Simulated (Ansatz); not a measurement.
```yaml
atoms:
  - { symbol: C, position_ang: [-1.9867, 2.1449, 0.5411] }
  - { symbol: O, position_ang: [-1.9413, 0.7773, 0.3594] }
  - { symbol: Te, position_ang: [-3.7976, -0.1749, 0.4113] }
  - { symbol: H, position_ang: [-0.9508, 2.5399, 0.4945] }
  - { symbol: H, position_ang: [-2.4170, 2.4392, 1.5231] }
  - { symbol: H, position_ang: [-2.5833, 2.6676, -0.2379] }
```

Geometry: PBE0-D3(BJ)/def2-SVPD; core potentials replace the inner electrons of Te.

Computed with Ansatz, isolated molecule in a Gaussian basis; Kohn-Sham density functional theory, functional PBE0.

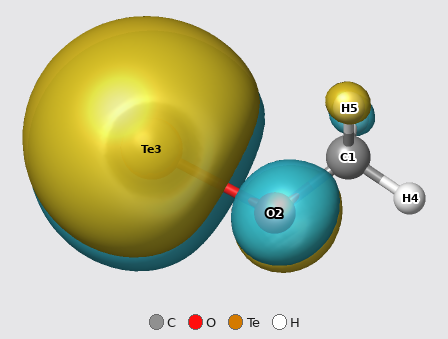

CH3OTe (SMILES CO[Te-]) (charge −1). The HOMO at ±0.06 Å⁻³ᐟ² (yellow and cyan are the two phases), seen across its widest extent.

### Describe this orbital and give its energy.

It lies mainly on Te3 (about 90 %) and O2 (about 10 %). Its energy is −0.26 eV.
